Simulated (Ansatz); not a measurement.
# C3H6O2 (1,3-dioxolane): a chain of runs

Wanted: a series of 14 runs (HF/STO-3G, UHF/STO-3G, HF/3-21G, UHF/3-21G, HF/6-31G*, B3LYP/6-31G*, MP2/6-31G*) of C3H6O2. 

The results are computed with Ansatz 0.2.0.

## 1. The molecule

C3H6O2: 11 atoms, total charge 0, spin state singlet. As SMILES, `C1COCO1`. The coordinates come from a PBE0-D4/def2-TZVP relaxation. This is one conformer, not always the lowest. The run starts from this shape.

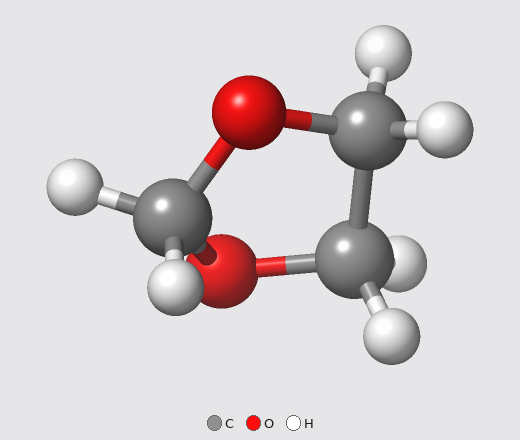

Viewed from a chosen angle; carbon grey, oxygen red, hydrogen white.

## 2. A geometry optimisation at HF/STO-3G (run 1)

The input, input.yaml:

```yaml
crystal:
  periodic: [false, false, false]
  atoms:
    - {symbol: C, position_ang: [0.016870, 1.007810, -0.451330]}
    - {symbol: C, position_ang: [-0.004790, -0.434120, -0.952120]}
    - {symbol: O, position_ang: [-0.587630, -1.133270, 0.127610]}
    - {symbol: C, position_ang: [-0.067020, -0.497850, 1.254910]}
    - {symbol: O, position_ang: [-0.003650, 0.876750, 0.961780]}
    - {symbol: H, position_ang: [0.913380, 1.547890, -0.769090]}
    - {symbol: H, position_ang: [-0.868390, 1.566670, -0.769480]}
    - {symbol: H, position_ang: [-0.617960, -0.586160, -1.839710]}
    - {symbol: H, position_ang: [1.011500, -0.804150, -1.145340]}
    - {symbol: H, position_ang: [0.943920, -0.877910, 1.481700]}
    - {symbol: H, position_ang: [-0.736210, -0.665670, 2.101080]}
basis:
  gaussian:
    orbitals: STO-3G
hamiltonian:
  xc: hf
relax:
  f_tol: 0.002
output: {orbitals: {seedname: orbitals}}
```

Started as:

```console
$ ansatz run input.yaml --threads 1 --pin off --max-ram 3480MiB --events-out events.jsonl --progress --plain --runs-dir runs
```

Output:

```text
Warning: RAYON_NUM_THREADS=1 ignored (pool sized by the plan → 1); use --threads N
The last accepted step is kept in runs//last_step.txt (removed where the run ends without a failure and the disk answers)
[... 74 lines left out ...]
Total energy: -7167.82418032 eV, -263.4126801008 hartree
[... 11 lines left out ...]
Dipole moment:     0.202644     0.060857    -0.190702 e Å
```

Run time: 7.5 s. Hardware: 1 thread of Arm Neoverse V2, shared host.

The path in brief:

```
step  energy from the first frame kept (eV)  largest force (eV/Å)
   1                                 0.0000                2.3607
   2                                -0.1333                0.5896
   3                                -0.1441                0.0636
   4                                -0.1559                0.1687
   5                                -0.1614                0.0494
   6                                -0.1609                0.2737
   7                                -0.1624                0.0117
   8                                -0.1626                0.0518
   9                                -0.1572                0.4290
  10                                -0.1627                0.0011
```

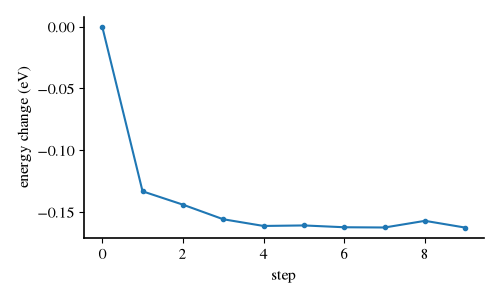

Energy along the run.

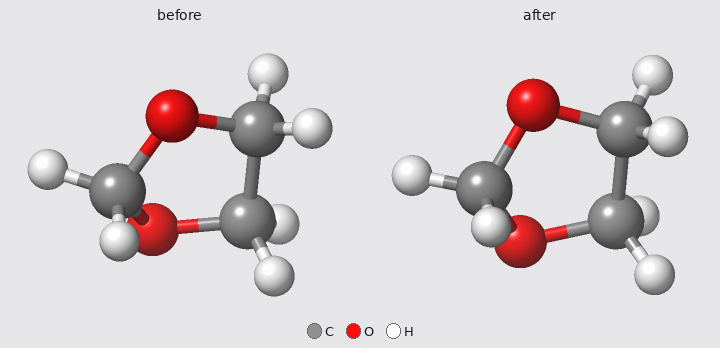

Before and after, at one scale.

After the run. Bond lengths: C1–C2 1.559 Å, C2–O3 1.441 Å, O3–C4 1.435 Å, C1–O5 1.441 Å, C4–O5 1.435 Å, C1–H6 1.095 Å, C1–H7 1.093 Å, C2–H8 1.093 Å, C2–H9 1.095 Å, C4–H10 1.106 Å, C4–H11 1.098 Å. Some angles: C1–C2–O3 105.3°, C2–C1–O5 105.3°, C2–O3–C4 104.4°, O3–C4–O5 107.8°, C1–O5–C4 104.4°, C1–C2–H8 112.4°, C1–C2–H9 111.1°, O3–C2–H8 108.8°, O3–C2–H9 110.8°, C2–C1–H6 111.1°.

## 3. Vibrational wavenumbers at HF/STO-3G (run 2)

The input, input.yaml:

```yaml
crystal:
  periodic: [false, false, false]
  atoms:
    - {symbol: C, position_ang: [0.038302, 0.997725, -0.436584]}
    - {symbol: C, position_ang: [-0.040881, -0.458111, -0.987684]}
    - {symbol: O, position_ang: [-0.425120, -1.270069, 0.139426]}
    - {symbol: C, position_ang: [-0.066457, -0.482577, 1.283728]}
    - {symbol: O, position_ang: [-0.305251, 0.894406, 0.959365]}
    - {symbol: H, position_ang: [1.045206, 1.411111, -0.560184]}
    - {symbol: H, position_ang: [-0.673748, 1.667239, -0.925155]}
    - {symbol: H, position_ang: [-0.794124, -0.566238, -1.771823]}
    - {symbol: H, position_ang: [0.926486, -0.780526, -1.388056]}
    - {symbol: H, position_ang: [0.994504, -0.643107, 1.552377]}
    - {symbol: H, position_ang: [-0.698897, -0.769862, 2.134600]}
basis:
  gaussian:
    orbitals: STO-3G
magnetization:
  spin_polarized: false
  initial_magnetization: 0
hamiltonian:
  xc: hf
phonons:
  temperatures: {t_min: 298.15, t_max: 298.15, t_step: 1}
```

Started as:

```console
$ ansatz run input.yaml --threads 1 --pin off --max-ram 3480MiB --events-out events.jsonl --progress --plain --runs-dir runs
```

Output:

```text
Warning: RAYON_NUM_THREADS=1 ignored (pool sized by the plan → 1); use --threads N
[... 357 lines left out ...]
Total energy: -7167.82417491 eV, -263.4126799021 hartree
[... 11 lines left out ...]
Dipole moment:     0.202643     0.060857    -0.190702 e Å
Vibrations: 101.53 270.46 798.90 831.03 964.63 1127.70 1135.71 1163.42 1257.58 1284.87 1387.03 1393.87 1415.42 1430.35 1463.29 1560.22 1605.86 1677.02 1811.08 1813.68 1831.21 3509.32 3573.08 3579.12 3658.10 3693.54 3700.28 cm⁻¹, zero-point energy 2.977995 eV
```

Wall time 32 s (1 thread of Arm Neoverse V2, shared host).

Runs 3 to 13 aren't shown in full; the table further down has their settings and results.

## 4. Vibrational wavenumbers at MP2/6-31G(d) (Cartesian functions) (run 14)

The input, in.yaml:

```yaml
crystal:
  periodic: [false, false, false]
  atoms:
    - {symbol: C, position_ang: [0.018342, 0.991821, -0.451020]}
    - {symbol: C, position_ang: [0.043760, -0.419592, -1.004128]}
    - {symbol: O, position_ang: [-0.489915, -1.166428, 0.092440]}
    - {symbol: C, position_ang: [-0.054482, -0.499644, 1.270848]}
    - {symbol: O, position_ang: [0.444800, 0.778833, 0.897259]}
    - {symbol: H, position_ang: [0.722708, 1.681957, -0.919269]}
    - {symbol: H, position_ang: [-0.995919, 1.411600, -0.485340]}
    - {symbol: H, position_ang: [-0.602256, -0.586643, -1.868068]}
    - {symbol: H, position_ang: [1.069767, -0.734299, -1.237466]}
    - {symbol: H, position_ang: [0.761640, -1.042442, 1.763397]}
    - {symbol: H, position_ang: [-0.918425, -0.415173, 1.941356]}
basis:
  gaussian:
    orbitals: "6-31G*"
correlation:
  method: mp2
phonons:
  temperatures: {t_min: 298.15, t_max: 298.15, t_step: 1}
```

Started as:

```console
$ ansatz run in.yaml --threads 1 --pin off --max-ram 3480MiB --events-out events.jsonl --progress --plain --runs-dir runs
```

Output:

```text
Warning: RAYON_NUM_THREADS=1 ignored (pool sized by the plan → 1); use --threads N
[... 26 lines left out ...]
5 core orbitals not correlated: weight in the atoms' cores, before any rotation towards them, 1.000 or more for the frozen orbitals, at most 0.000 for the correlated occupied ones
[... 159 lines left out ...]
5 core orbitals not correlated: weight in the atoms' cores, before any rotation towards them, 1.000 or more for the frozen orbitals, at most 0.000 for the correlated occupied ones
[... 158 lines left out ...]
5 core orbitals not correlated: weight in the atoms' cores, before any rotation towards them, 1.000 or more for the frozen orbitals, at most 0.000 for the correlated occupied ones
[... 160 lines left out ...]
Dipole moment:     0.011051     0.093753    -0.240598 e Å
[... 1 line left out ...]
Checks for a lower state left out: cluster_reference
```

Wall time 3 min (1 thread of Arm Neoverse V2, shared host); peak memory 0.19 GiB.

## 5. Overview of the runs

```csv
run,level,task,walk f tol,partner,energy (Eh),dipole moment (D),wall time
1,HF/STO-3G,optimise,0.002,base,-263.412680,1.37,7.5 s
2,HF/STO-3G,frequencies,–,base,-263.412680,1.37,32 s
3,UHF/STO-3G,energy,–,cation,-263.166015,–,0.48 s
4,UHF/STO-3G,optimise,–,cation,-263.185786,–,7.2 s
5,HF/3-21G,optimise,0.002,base,-265.311825,1.56,9 s
6,HF/3-21G,frequencies,–,base,-265.311822,1.56,29 s
7,UHF/3-21G,energy,–,cation,-264.984583,–,0.99 s
8,UHF/3-21G,optimise,–,cation,-265.004943,–,12 s
9,HF/6-31G* (Cartesian functions),optimise,0.002,base,-266.793173,1.35,33 s
10,HF/6-31G* (Cartesian functions),frequencies,–,base,-266.793173,1.35,82 s
11,B3LYP/6-31G* (Cartesian functions),optimise,0.002,base,-268.344090,1.19,1.8 min
12,B3LYP/6-31G* (Cartesian functions),frequencies,–,base,-268.344090,1.19,2.5 min
13,MP2/6-31G* (Cartesian functions),optimise,0.002,base,-267.527872,1.24,62 s
14,MP2/6-31G* (Cartesian functions),frequencies,–,base,-267.527872,1.24,3 min
```

## 6. Results

| quantity | value |
| --- | --- |
| run 14, MP2/6-31G*: total energy | -267.52787 Eh |
| run 14, MP2/6-31G*: dipole moment (correlated density) | 1.24 D |
| run 14, MP2/6-31G*: correlation energy (5 core orbitals frozen) | -737.9 mEh |
| run 14, MP2/6-31G*: largest force on an atom | 0.002 eV/Å |
| run 14, MP2/6-31G*: lowest harmonic wavenumber | 28 cm⁻¹ |
| run 14, MP2/6-31G*: highest harmonic wavenumber | 3201 cm⁻¹ |
| run 14, MP2/6-31G*: zero-point energy | 250.2 kJ/mol |
| vertical ionisation energy (to the doublet cation), HF/STO-3G | 6.712 eV |
| vertical ionisation energy (to the doublet cation), HF/3-21G | 8.905 eV |
| adiabatic ionisation energy (to the doublet cation, no zero-point term), HF/STO-3G | 6.174 eV |
| adiabatic ionisation energy (to the doublet cation, no zero-point term), HF/3-21G | 8.351 eV |

**Reading.** At HF/STO-3G: the vertical ionisation energy comes to 6.71 eV (155 kcal/mol). In a minimal basis such a difference can be off by several eV, whatever the method. At HF/3-21G: removing an electron at fixed nuclei costs 8.90 eV (859 kJ/mol). At HF/STO-3G: the adiabatic ionisation energy (to the doublet cation, no zero-point term) is 6.17 eV (596 kJ/mol). At HF/3-21G: the adiabatic ionisation energy (to the doublet cation, no zero-point term) is 8.35 eV (806 kJ/mol). In runs 1, 2, 3, 4 the basis is minimal, so the values are rough. All runs together took 12 min, the longest 3 min.
